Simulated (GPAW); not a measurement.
# KF (Carobbiite): G0W0 with GPAW, start to end, part 2 of 2

Aim: the G0W0 gap of KF (Carobbiite) on PBE, step by step.

GPAW 26.7.0; PBE and many-body steps on it, plane waves. Known limits of the many-body steps: not at the basis limit.

So far. Step 3 (Bands along the symmetry lines): The gap is 6.182 eV, as in the run before at this level. Step 4 (Empty states on the mesh, 6×6×6 mesh, 577 bands): On this mesh the gap is 6.182 eV.

**5. Screening and self-energy, 6×6×6 mesh, 263 bands, screening to 210 eV**

G0W0 replaces the xc potential by the self-energy, built once from these orbitals. Only a window of levels is corrected, while the sums run over the empty bands that the input names.

This step: G0W0 on PBE, plane waves, PAW.

The input, run.py:

```python
import json
import numpy as np
from gpaw.mpi import world
from gpaw.response.g0w0 import G0W0

gw = G0W0('full.gpw',
    filename='gw',
    kpts=[0],
    bands=(6, 10),
    ecut=210,
    nbands=263,
    integrate_gamma='WS',
    ppa=True)
gw.calculate()
res = {mode: {k: v for k, v in r.items() if k != 'sigma_eskwn'}
       for mode, r in gw.all_results.items()}

if world.rank == 0:
    with open('result.json', 'w') as f:
        json.dump(res, f, default=lambda x: x.tolist())
```

On the command line:

```console
> mpirun -n 4 gpaw python run.py
```

Numbers of over 12 decimals in the logs are rounded to 6 here.

What it wrote:

```text
Using integrator: PointIntegrator
FrequencyGridDescriptor(from 0.000+0.000j to 0.000+27.211j eV, 2 points)
Nonperiodic BCs:  [False False False]
Using integrator: PointIntegrator
FrequencyGridDescriptor(from 0.000+0.000j to 0.000+27.211j eV, 2 points)
Nonperiodic BCs:  [False False False]
  ___  _ _ _
 |   || | | |
 | | || | | |
 |__ ||_____|
 |___|

BZ k-points: Symmetries present (total): 48

  [... matrices ...]
216 k-points: 6 x 6 x 6 Monkhorst-Pack grid + [1/12,1/12,1/12]
16 k-points in the irreducible part of the Brillouin zone
       k-points in crystal coordinates                weights
   0:     0.00000000    0.00000000    0.00000000          1/216
   1:     0.16666667    0.16666667    0.00000000          6/216
   2:     0.16666667    0.16666667    0.16666667          8/216
   3:     0.33333333    0.16666667    0.16666667         12/216
   4:     0.33333333    0.33333333   -0.33333333         12/216
   5:     0.33333333    0.33333333    0.00000000          6/216
   6:     0.33333333    0.33333333    0.16666667         24/216
   7:     0.33333333    0.33333333    0.33333333          8/216
   8:     0.50000000    0.33333333   -0.33333333         24/216
   9:     0.50000000    0.33333333   -0.16666667         12/216
          ...
  15:     0.50000000    0.50000000    0.50000000          4/216

Distributing spins, k-points and bands (1 x 1 x 4) over 4 processes
Number of blocks: 1

Quasi particle states:
k-points (IBZ indices): [0]
Band range: (6, 10)
  [... matrices ...]
Computational parameters:
Plane wave cut-off: 210 eV
Number of bands: 263
Coulomb cutoff: None
Broadening: 0.1 eV

fxc modes: GW
Kernel: RPA
Using Godby-Needs plasmon-pole approximation:
  Fitting energy: i*E0, E0 = 1.000 Hartree
Summing all q:

Calculating screened Coulomb potential
No Coulomb truncation
FrequencyGridDescriptor(from 0.000+0.000j to 0.000+27.211j eV, 2 points)
Removing empty qpoint cache files...

Calculating chi0 body with:
    Ground state adapter containing:
    Number of spins: 1
    Number of kpoints: 216
    Number of irreducible kpoints: 16
    Number of completely occupied states: 8
    Number of partially occupied states: 8
    Occupied states memory: 1.6875 M / cpu

    Linear response parametrization:
    q_c: [1.3877787807814457e-17, 1.3877787807814457e-17, 1.3877787807814457e-17]
    Number of frequency points: 2
    Planewave cutoff: 210.0
    Number of bands: 263
    Number of planewaves: 259
    Broadening (eta): 1e-06
    comm.size: 4
    kncomm.size: 4
    blockcomm.size: 1

    Memory estimate of potentially large arrays:
        chi0_wGG: 2.047150 M / cpu
Integrating chi0 body.

Symmetries of q_c:
    Direct symmetries (Uq -> q): 48
    Indirect symmetries (TUq -> q): 0
In total 48 allowed symmetries.

  [... matrices ...]
16 groups of equivalent kpoints. 92.592593% reduction.

Integral kind: response function
Integrating chi0 head and wings.

Symmetries of q_c:
    Direct symmetries (Uq -> q): 48
    Indirect symmetries (TUq -> q): 0
In total 48 allowed symmetries.

  [... matrices ...]
16 groups of equivalent kpoints. 92.592593% reduction.

Integral kind: response function wings

Calculating chi0 body with:
    Ground state adapter containing:
    Number of spins: 1
    Number of kpoints: 216
    Number of irreducible kpoints: 16
    Number of completely occupied states: 8
    Number of partially occupied states: 8
[... the further q-points ...]

Results:
f:      Occupation numbers
eps:     KS-eigenvalues [eV]
vxc:     KS vxc [eV]
exx:     Exact exchange [eV]
sigma:   Self-energies [eV]
dsigma:  Self-energy derivatives
Z:       Renormalization factors
qp:      QP-energies [eV]

k-point 0 (0): (0.000, 0.000, 0.000)                GW
band       f     eps     vxc     exx   sigma  dsigma       Z      qp
                                                                   GW
   6   1.000  -0.351 -23.011 -30.632   4.570  -0.245   0.803  -2.801
   7   1.000  -0.351 -23.011 -30.632   4.570  -0.245   0.803  -2.801
   8   0.000   5.830  -8.812  -4.829  -2.852  -0.112   0.899   6.847
   9   0.000  10.304 -11.318  -5.387  -3.167  -0.120   0.893  12.772
```

It took 6.4 min on 4 MPI ranks of Intel Xeon Platinum 8375C at 2.90GHz (Ice Lake), shared host; peak memory 1.6 GiB.

This step gave:

- G0W0 gap on the points computed: 9.649 eV
- least direct G0W0 gap on the computed points: 9.649 eV
- Z at the valence top: 0.8030
- Z at the conduction bottom: 0.8994
- starting gap on the mesh: 6.182 eV
- k of the valence top: 0, 0, 0
- k of the conduction bottom: 0, 0, 0

The gap on the mesh goes from 6.18 eV to 9.65 eV, a correction of +3.47 eV.

Limits: finite bands, cutoff and mesh. v1 is the top filled band, c1 the lowest empty one. The levels before and after the correction (eV, zero at the valence-band top of each column):

```csv
,conduction bottom,valence top
Kohn-Sham,6.18,0.00
G0W0,9.65,0.00
```

```csv
,level,energy (eV)
Kohn-Sham,Γ v2-v1,0.000
Kohn-Sham,Γ c1,6.182
Kohn-Sham,Γ c2,10.655
G0W0,Γ v2-v1,0.000
G0W0,Γ c1,9.649
G0W0,Γ c2,15.573
```

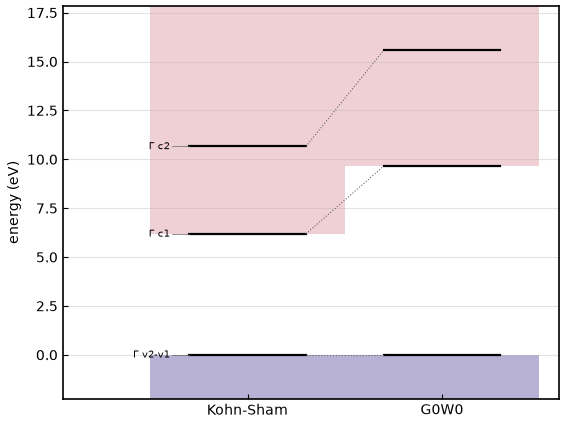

Levels before and after the correction. Shaded: valence and conduction bands.

**6. Where the time went**

Times are wall times on 4 MPI ranks of Intel Xeon Platinum 8375C at 2.90GHz (Ice Lake), shared host, good to a factor of about two.

```csv
step,time,share,memory (GiB)
ground state,8.7 s,2 %,0.66
bands along the symmetry lines,8 s,2 %,0.7
empty states on the mesh,17 s,4 %,1.4
screening and self-energy,6.4 min,92 %,1.6
```

**7. Results**

```
PBE gap              : 6.18 eV, direct
G0W0 gap on the mesh : 9.65 eV
GW settings          : 6×6×6 mesh, 263 bands, screening to 210 eV, Godby-Needs plasmon pole
known limits         : not at the basis limit
```

**Reading.** G0W0 moves the gap on the mesh from 6.18 eV to 9.65 eV (+3.47 eV), with Z of 0.80 and 0.90 at the edges. Only 1 of the mesh's irreducible points was corrected, so a valley elsewhere could overtake. The dearest step here is «screening and self-energy». Bands and cutoff are finite, so the gap is not at the basis limit. The miss can reach some tenths of an eV and take either sign; the mesh is an error of its own. These stock PAW sets were not made for GW. In the G0W0 run levels were corrected at 1 k point alone, so a gap called «on the mesh» is the least over those, and an edge elsewhere would be missed.

[Paths, hosts, dates, memory and timing lines, banners, echoed tables and standing remarks are left out of the program output.]

[Logs are printed without paths, hosts, clocks, repeated set-up lines and the standing remarks that a program may print on its own settings, such as how far it seeks lower states.]

[Runs of the session that timed out or met a known fault of the program may be left out.]

[Hosts, paths, dates, database ids (printed as entryN), source tags and the programs' standing remarks are cut or masked in the printed files.]
